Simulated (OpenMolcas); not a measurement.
**Run report: Si2H5, excited-state calculation (part 1 of 4)**

Si2H5, multiplicity 2, SMILES [SiH2][SiH3], computed with MC-PDFT (tBLYP)/ANO-XS-VDZP, DKH2 (OpenMolcas 26.06).

The geometry comes from this level: PBE0-D4/def2-TZVP.

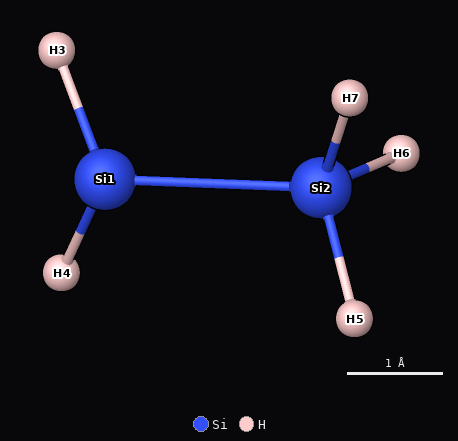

The structure (ball-and-stick view, seen at a tilt; atoms are numbered from 1 in the order of the input). Bond lengths as drawn: H–Si 1.49 Å and Si–Si 2.32 Å.

**Input**
```
&GATEWAY
Coord
7
angstrom
Si      -0.209600      -1.361200      -0.191100
Si       0.357900       0.889200      -0.062000
H       -0.002600      -2.123900       1.070300
H       -1.573600      -1.624600      -0.725600
H        0.210000       1.502800      -1.408000
H       -0.495800       1.643100       0.898600
H        1.774900       1.006800       0.372200
Basis=ANO-XS-VDZP
Group=NoSym
&SEWARD
Relativistic=R02E00
&RASSCF
FileOrb=$CurrDir/step2.RasOrb
Spin=2
Nactel=5 0 0
Inactive=14
Ras2=5
CIRoot=6 6 1
OrbListing=Nothing
OrbAppear=Compact
CMSI
&MCPDFT
KSDFT=T:BLYP
MSPDFT
Lambda=0.25
```

Run as:
```bash
export MOLCAS_MEM=1860
pymolcas step4.input > step4.log
```

**Output**
```
--- Start Module: gateway ---

                                              &GATEWAY

                       available to each process: 1.9 GB of memory, 1 thread

++    Symmetry information:
      ---------------------

                    Character Table for C1

                             E
                    a        1  x, y, xy, Rz, z, xz, Ry, yz, Rx, I
--

++    Basis set information:
      ----------------------

      Basis set label: SI.ANO-XS...4S3P1D.

      Electronic valence basis set:
      ------------------
      Associated Effective Charge  14.000000 au
      Associated Actual Charge     14.000000 au
      Nuclear Model: Finite nucleus - Gaussian distribution
        Gaussian exponent, Xi/bohr**(-2):  4.34677E+08

      Shell  nPrim  nBasis  Cartesian Spherical Contaminant
         s      11       4        X
         p       7       3        X
         d       1       1                 X

      Basis set label: H.ANO-XS...2S1P.

      Electronic valence basis set:
      ------------------
      Associated Effective Charge   1.000000 au
      Associated Actual Charge      1.000000 au
      Nuclear Model: Finite nucleus - Gaussian distribution
        Gaussian exponent, Xi/bohr**(-2):  2.12482E+09

      Shell  nPrim  nBasis  Cartesian Spherical Contaminant
         s       4       2        X
         p       1       1        X
--

++    Molecular structure info:
      -------------------------

                    ************************************************
                    **** Cartesian Coordinates / bohr, angstrom ****
                    ************************************************

     Center  Label                x              y              z                     x              y              z
        1      SI1             -0.396087      -2.572295      -0.361127             -0.209600      -1.361200      -0.191100
        2      SI2              0.676333       1.680344      -0.117163              0.357900       0.889200      -0.062000
        3      H3              -0.004913      -4.013589       2.022574             -0.002600      -2.123900       1.070300
        4      H4              -2.973673      -3.070049      -1.371185             -1.573600      -1.624600      -0.725600
        5      H5               0.396842       2.839880      -2.660734              0.210000       1.502800      -1.408000
        6      H6              -0.936926       3.105009       1.698108             -0.495800       1.643100       0.898600
        7      H7               3.354075       1.902576       0.703356              1.774900       1.006800       0.372200

                    ***************************************
                    *    InterNuclear Distances / bohr    *
                    ***************************************

               1 SI1           2 SI2           3 H3            4 H4            5 H5            6 H6
    1 SI1      0.000000
    2 SI2      4.392556        0.000000
    3 H3       2.812894        6.120740        0.000000
    4 H4       2.812815        6.120568        4.606669        0.000000
    5 H5       5.933682        2.809340        8.310525        6.924636        0.000000
    6 H6       6.063393        2.815579        7.186680        7.190288        4.566042        0.000000
    7 H7       5.934754        2.809438        6.929946        8.310904        4.576119        4.565968

               7 H7
    7 H7       0.000000

                    *******************************************
                    *    InterNuclear Distances / angstrom    *
                    *******************************************

               1 SI1           2 SI2           3 H3            4 H4            5 H5            6 H6
    1 SI1      0.000000
    2 SI2      2.324440        0.000000
    3 H3       1.488519        3.238956        0.000000
    4 H4       1.488478        3.238865        2.437745        0.000000
    5 H5       3.139969        1.486639        4.397741        3.664359        0.000000
    6 H6       3.208610        1.489940        3.803027        3.804937        2.416245        0.000000
    7 H7       3.140537        1.486690        3.667170        4.397941        2.421578        2.416206

               7 H7
    7 H7       0.000000

                    **************************************
                    *    Valence Bond Angles / degree    *
                    **************************************
                          Atom centers                 Phi
                      3 H3       1 SI1      4 H4       109.94
                      5 H5       2 SI2      6 H6       108.53
                      5 H5       2 SI2      7 H7       109.06
                      6 H6       2 SI2      7 H7       108.53
--

            Nuclear Potential Energy             82.79738400 au

--- Stop Module: gateway /rc=_RC_ALL_IS_WELL_ ---

--- Start Module: seward ---

                                              &SEWARD

                       available to each process: 1.9 GB of memory, 1 thread

               SEWARD will generate:
                  Multipole Moment integrals up to order  2
                  Kinetic Energy integrals
                  Nuclear Attraction integrals (finite nuclei - Gaussian type)
                  One-Electron Hamiltonian integrals
                  Velocity integrals
                  Relativistic Douglas-Kroll-Hess integrals:
                    - Parametrization         : EXP
                    - DKH order of Hamiltonian: 2
                    - DKH order of Properties : 0
                         - multipole moment operators
                         - electric potential operators
                         - contact operators
                  Orbital angular momentum around (  0.1258  -0.3965  -0.2129 )
                  Velocity quadrupole around (  0.1258  -0.3965  -0.2129 )
                  Two-Electron Repulsion integrals

                   Integrals are discarded if absolute value <: 1.00E-14
                   Integral cutoff threshold is set to       <: 1.00E-16

            Nuclear Potential Energy             82.79738400 au

      Basis set specifications :
      Symmetry species         a
      Basis functions           61

--- Stop Module: seward /rc=_RC_ALL_IS_WELL_ ---
--- Module seward spent 1 second ---

--- Start Module: rasscf ---

                                              &RASSCF

                       available to each process: 1.9 GB of memory, 1 thread

      Header of the ONEINT file:
      --------------------------

      OrdInt status: non-squared

      Cartesian coordinates in angstrom:
      -----------------------------------------------------
      No.  Label        X            Y            Z
      -----------------------------------------------------
       1   SI1       -0.20960000  -1.36120000  -0.19110000
       2   SI2        0.35790000   0.88920000  -0.06200000
       3   H3        -0.00260000  -2.12390000   1.07030000
       4   H4        -1.57360000  -1.62460000  -0.72560000
       5   H5         0.21000000   1.50280000  -1.40800000
       6   H6        -0.49580000   1.64310000   0.89860000
       7   H7         1.77490000   1.00680000   0.37220000
      -----------------------------------------------------
      Nuclear repulsion energy =   82.79738400

++    Wave function specifications:
      -----------------------------

      Number of closed shell electrons          28
      Number of electrons in active shells       5
      Max number of holes in RAS1 space          0
      Max nr of electrons in RAS3 space          0
      Number of inactive orbitals               14
      Number of active orbitals                  5
      Number of secondary orbitals              42
      Spin quantum number                      0.5
      State symmetry                             1
--

++    Orbital specifications:
      -----------------------

      Symmetry species                           1
                                                 a
      Frozen orbitals                            0
      Inactive orbitals                         14
      Active orbitals                            5
      RAS1 orbitals                              0
      RAS2 orbitals                              5
      RAS3 orbitals                              0
      Secondary orbitals                        42
      Deleted orbitals                           0
      Number of basis functions                 61
--

++    CI expansion specifications:
      ----------------------------

      Number of CSFs                            75
      Number of determinants                   100
      Number of root(s) required                 6
      Root chosen for geometry opt.              6
      CI roots used                              1     2     3     4     5     6
      weights                                0.167 0.167 0.167 0.167 0.167 0.167
      highest root included in the CI            6
      max. size of the explicit Hamiltonian     75
--

++    Optimization specifications:
      ----------------------------

      RASSCF algorithm: Conventional
      Maximum number of macro iterations       200
      Maximum number of SX iterations          100
      Threshold for RASSCF energy            1.000E-08
      Threshold for max MO rotation          1.000E-01
      Threshold for max BLB element          1.000E-04
      Level shift parameter                  5.000E-01
      Make Quasi-Newton update
--

      The MO-coefficients are taken from the file:
      step2.RasOrb
      Title: RASSCF average (pseudo-natural) orbitals

      Total molecular charge    0.00

      ************************************************************************************************************************
      *                                            Wave function control section                                             *
      ************************************************************************************************************************

                                         RASSCF iterations: Energy and convergence statistics
                                         ----------------------------------------------------

          iter iter root      energy       change     param      element    value   shift minimum  type update hh:mm:ss
 Nr of preliminary CI iterations:   1
        1   1    3    0  -581.68421628    0.00E+00  -1.43E-05   11  60 1  3.29E-06   0.41   0.00    SX    NO    0:00:00
        2   1    3    0  -581.68421628   -4.49E-10  -1.23E-05   18  21 1  2.69E-06   0.41   0.00    SX    NO    0:00:00
        3   1    3    0  -581.68421628   -2.49E-10  -1.07E-05   18  21 1  2.33E-06   0.41   0.00    SX    NO    0:00:00
        4   1    3    0  -581.68421628   -1.82E-10  -1.11E-05   18  20 1  2.16E-06   0.41   0.00    SX    NO    0:00:00
      Convergence after  4 iterations
        5   1    3    0  -581.68421628   -1.43E-10  -1.11E-05   18  20 1  2.23E-06   0.41   0.00    SX    NO    0:00:00

    CMS INTERMEDIATE-STATE OPTIMIZATION
     START MATRIX          XMS INTERMEDIATE STATES
     OPT ALGO                               NEWTON
     Q_a-a THRESHOLD                      1.00E-08
     GRAD  THRESHOLD                      1.00E-10
     MAX CYCLES                                100
     MIN CYCLES                                  5
 =======================================================================
      Cycle       Q_a-a        Difference  # Pos.     Largest    Step
                                           Hessian    Gradient   Scaled
 -----------------------------------------------------------------------
         0     22.10865425     0.00E+000      0     0.0000E+000   1.0
         1     22.12830327     1.96E-002      3     7.0284E-002   1.0
         2     22.10123666    -2.71E-002      2     4.5260E-002   1.0
         3     22.09298088    -8.26E-003      3     7.6344E-002   1.0
         4     22.05037791    -4.26E-002      4     1.3939E-001   1.0
         5     22.06535056     1.50E-002      6     9.0778E-002   1.0
         6     22.08759053     2.22E-002      5     5.4753E-002   1E-1
         7     22.10754067     2.00E-002      5     4.5622E-002   1.0
         8     22.12748586     1.99E-002      2     5.8048E-002   1.0
         9     22.16118453     3.37E-002      2     4.4757E-002   1.0
        10     22.16730950     6.12E-003      0     2.7998E-002   1.0
        11     22.16803548     7.26E-004      0     1.2134E-002   1.0
        12     22.16803832     2.84E-006      0     5.1390E-004   1.0
        13     22.16803832     1.60E-010      0     5.5827E-006   1.0
        14     22.16803832     1.78E-014      0     3.5996E-010   1.0
        15     22.16803832     3.20E-014      0     5.8406E-016   1.0
    CONVERGENCE REACHED
 =======================================================================

 =======================================================================

           Do_Rotate.txt is found in scratch directory.
           Following properties are for CMS intermediate states.

 =======================================================================

      ************************************************************************************************************************
                                                      Wave function printout:
                       occupation of active orbitals, and spin coupling of open shells (u,d: Spin up or down)
      ************************************************************************************************************************

      Note: transformation to natural orbitals
      has been made, which may change the order of the CSFs.

      printout of CI-coefficients larger than  0.05 for root  1
      energy=    -581.704664
      conf/sym  11111     Coeff  Weight
             1  22u00   0.57638 0.33222
             2  2u200  -0.11021 0.01215
             3  u2200   0.09890 0.00978
             4  220u0   0.35087 0.12311
             5  2200u   0.67876 0.46072
             8  u2du0   0.15641 0.02446
             9  u2d0u  -0.07765 0.00603
            18  u2ud0  -0.09781 0.00957
            19  u2u0d  -0.06334 0.00401
            27  u20du  -0.06925 0.00480
            28  u20ud  -0.05041 0.00254

      printout of CI-coefficients larger than  0.05 for root  2
      energy=    -581.819101
      conf/sym  11111     Coeff  Weight
             1  22u00  -0.70944 0.50330
             2  2u200   0.13724 0.01884
             3  u2200  -0.20201 0.04081
             5  2200u   0.63656 0.40520
             8  u2du0  -0.05476 0.00300
            15  0220u  -0.05733 0.00329
            18  u2ud0  -0.12008 0.01442
            38  02u20  -0.05179 0.00268

      printout of CI-coefficients larger than  0.05 for root  3
      energy=    -581.655822
      conf/sym  11111     Coeff  Weight
             1  22u00  -0.24526 0.06015
             4  220u0   0.90250 0.81451
             5  2200u  -0.25747 0.06629
             8  u2du0   0.07800 0.00608
             9  u2d0u  -0.05537 0.00307
            14  022u0  -0.05269 0.00278
            18  u2ud0   0.12385 0.01534
            19  u2u0d   0.05167 0.00267
            26  u2020  -0.09726 0.00946
            27  u20du   0.08080 0.00653
            28  u20ud  -0.05778 0.00334

      printout of CI-coefficients larger than  0.05 for root  4
      energy=    -581.607038
      conf/sym  11111     Coeff  Weight
             3  u2200  -0.48644 0.23662
             4  220u0  -0.12712 0.01616
             8  u2du0   0.68908 0.47483
             9  u2d0u  -0.07030 0.00494
            14  022u0   0.09414 0.00886
            18  u2ud0   0.45763 0.20942
            28  u20ud  -0.16861 0.02843
            29  u2002   0.07122 0.00507

      printout of CI-coefficients larger than  0.05 for root  5
      energy=    -581.629846
      conf/sym  11111     Coeff  Weight
             1  22u00  -0.19512 0.03807
             2  2u200  -0.92457 0.85482
             7  2ud0u  -0.17857 0.03189
             8  u2du0   0.05089 0.00259
            12  ud2u0   0.09384 0.00881
            13  ud20u   0.05531 0.00306
            17  2uu0d  -0.06998 0.00490
            20  uu2d0  -0.14099 0.01988
            21  uu20d  -0.07337 0.00538
            25  2u002   0.11301 0.01277

      printout of CI-coefficients larger than  0.05 for root  6
      energy=    -581.688826
      conf/sym  11111     Coeff  Weight
             1  22u00  -0.22641 0.05126
             2  2u200   0.08707 0.00758
             3  u2200   0.82366 0.67842
             4  220u0  -0.10990 0.01208
             5  2200u   0.06915 0.00478
             8  u2du0   0.41531 0.17248
             9  u2d0u   0.06334 0.00401
            18  u2ud0   0.21243 0.04513
            28  u20ud  -0.09340 0.00872
            29  u2002  -0.08381 0.00702

      Natural orbitals and occupation numbers for root  1
      sym 1:   1.948980   1.989741   0.974757   0.026046   0.060477

      Natural orbitals and occupation numbers for root  2
      sym 1:   1.926324   1.992441   0.977839   0.015078   0.088318

      Natural orbitals and occupation numbers for root  3
      sym 1:   1.975174   1.992712   0.031019   0.995627   0.005468

      Natural orbitals and occupation numbers for root  4
      sym 1:   1.002364   1.993463   1.509759   0.481979   0.012435

      Natural orbitals and occupation numbers for root  5
      sym 1:   1.984810   1.003737   1.944121   0.015842   0.051489

      Natural orbitals and occupation numbers for root  6
      sym 1:   1.010424   1.992582   1.875063   0.100819   0.021111

      ************************************************************************************************************************
      *                                                    Final results                                                     *
      ************************************************************************************************************************
```
